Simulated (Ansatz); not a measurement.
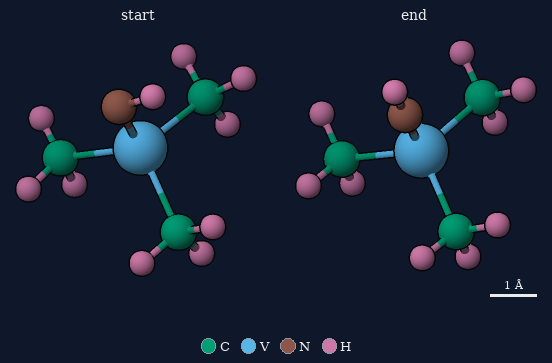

The structure of C$_{3}$H$_{10}$NV (coarse preliminary run) before (left) and after (right) a relaxation, at one scale.

Style: ball-and-stick. Shown at a tilt.

The start comes from a force field.

Computed with RKS PBE-D4/def2-SVP in Ansatz. (force threshold 0.03 eV/Å; at most 200 steps)

**Summarise the run.**

The largest move after the best rigid fit is that of an H atom, 0.76 Å. By element the largest moves are H 0.76 Å, N 0.40 Å, V 0.16 Å, C 0.15 Å. Among the contacts that change: N–V 1.850 → 1.615 Å, C–H 0.990 → 1.109 Å, C–V 2.138 → 2.021 Å, C–V 2.113 → 2.022 Å. Among the angles between lasting bonds that change: V–N–H 118.2° → 179.8°, V–C–H 114.2° → 106.2°, V–C–H 112.4° → 106.2°. The energy falls by 155.0 kJ/mol in 12 geometry steps. The largest force component goes from 6.6 to 0.011 eV/Å. Cost: 32 s on 4 threads of Arm Neoverse V1 (shared host).
